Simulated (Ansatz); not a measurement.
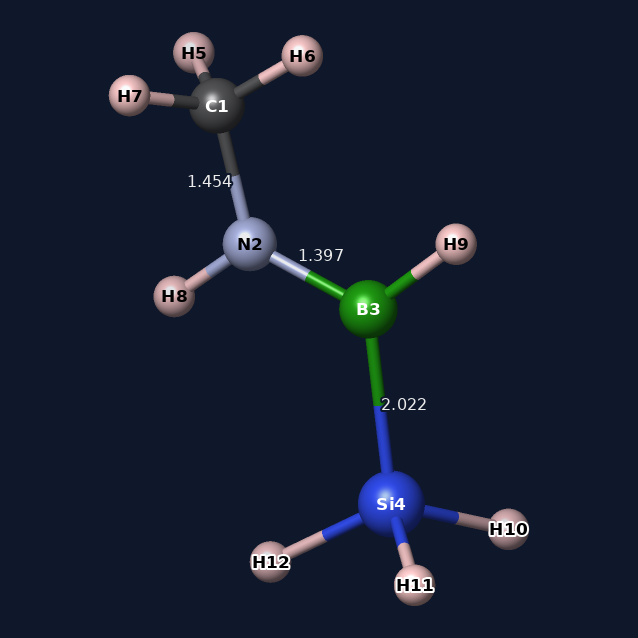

The numbers beside the sticks are distances in Å. Sticks don't show bond order. The computed structure is the end point of a PBE-D4/def2-SVP optimisation. No frequency run is at hand to confirm it as a minimum.

**Which of the marked bonds are single, double, triple or aromatic?**

C1–N2 single; N2–B3 single; B3–Si4 single.

**Write the SMILES.**

CNB[SiH3]
